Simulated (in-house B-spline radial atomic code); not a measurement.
## Run report: Co¹⁶⁺, RPA and GW calculation

Co¹⁶⁺, configuration [Ne] 3s1. Computed at this level: RPA, second-order and SOSEX correlation energies and G0W0 (contour deformation) on a scalar-relativistic (spin-free one-electron X2C) mean field, all electrons, B-spline basis (in-house B-spline radial atomic code).

The input:
```
Z = 27
electrons = 11.0
configuration = [Ne] 3s1
hamiltonian = x2c
method = oep
lmax = 9
rms_radius = 3.7875
spin_polarised = True
box_radius = 4.78
intervals = 95
ion_configuration = [He] 2s2 2p6
```

Hardware: 1 thread of Arm Neoverse N1, 16 GiB of memory available, shared host.

The run was one of a batch that the task file lists, launched with:
```bash
python <driver script> task.json out
```

The program writes its results to a structured record and prints no log; tables and figures of this report are taken from that record.

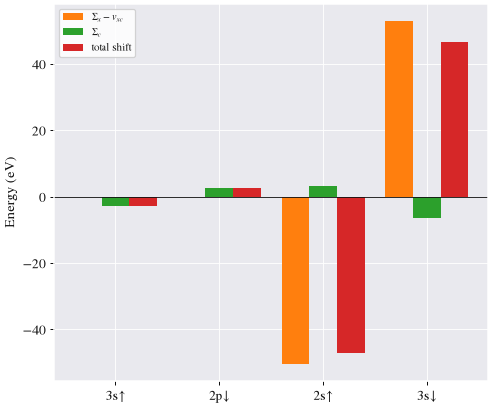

*Parts of the G₀W₀ correction to each level for Co¹⁶⁺ ([Ne] 3s). All-electron spherical atom, scalar X2C, exchange-only OEP start, no spin-orbit coupling, Breit or QED terms; computed with a B-spline radial code. The quasi-particle equation is solved at full frequency; levels of low quasi-particle weight Z are left out. Σ columns are in eV, and Σc holds an estimate for the angular momenta beyond the basis.*

G₀W₀ moves the highest occupied level, 3s↑, from −546.2 to −549.1 eV (renormalisation factor Z = 0.98); the semi-empirical removal energy is 546.6 eV, so the error is +2.5 eV. The empty level 3s↓ goes from −560.3 to −513.6 eV.

| Level | Mean field (eV) | Σx − vxc (eV) | Σc (eV) | Z | G₀W₀ (eV) |
| --- | --- | --- | --- | --- | --- |
| 3s↑ | −546.2 | 0.0 | −3.0 | 0.98 | −549.1 |
| 2p↓ | −1355.7 | 0.0 | 2.5 | 0.99 | −1353.2 |
| 2s↑ | −1446.9 | −50.3 | 3.3 | 0.93 | −1493.8 |
| 3s↓ | −560.3 | 53.0 | −6.3 | 0.88 | −513.6 |

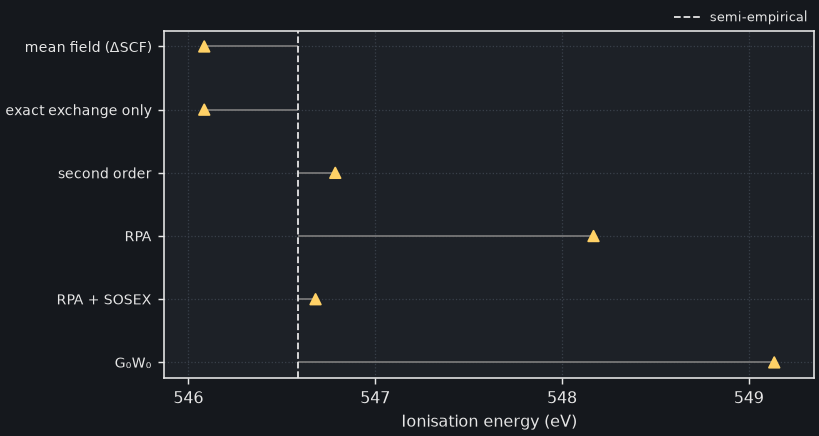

*Ionisation energy of Co¹⁶⁺ ([Ne] 3s → [He] 2s² 2p⁶). Differences of total energies, each species on its own start, beside the G₀W₀ level.*

```
             Method  Ionisation energy (eV)
  mean field (ΔSCF)                  546.08
exact exchange only                  546.08
       second order                  546.79
                RPA                  548.17
        RPA + SOSEX                  546.68
               G₀W₀                  549.14
```

The values run from 546.08 eV (mean field (ΔSCF) and exact exchange only) to 549.14 eV (G₀W₀). The semi-empirical value is 546.59 eV; nearest to it come RPA + SOSEX (+0.09) and second order (+0.20), furthest G₀W₀ (+2.55 eV).

Key numbers:

```tsv
quantity	value
outcome	converged
mean-field total energy	−1267.03314 hartree
total energy with exact exchange alone	−1267.03314 hartree
exact exchange energy	−43.65952 hartree
RPA correlation, extrapolated in the angular momentum of the empty orbitals	−0.72110 hartree
RPA correlation, as summed	−0.71736 hartree
direct second-order term	−0.76322 hartree
second-order exchange term	0.30204 hartree
SOSEX term	0.28479 hartree
wall time	7.5 s
```

Notes:

To bear in mind: empty minority-spin level lies below the highest occupied level: each spin potential is zero at infinity, spin occupations fixed; spin-orbit coupling, Breit and QED terms are absent.
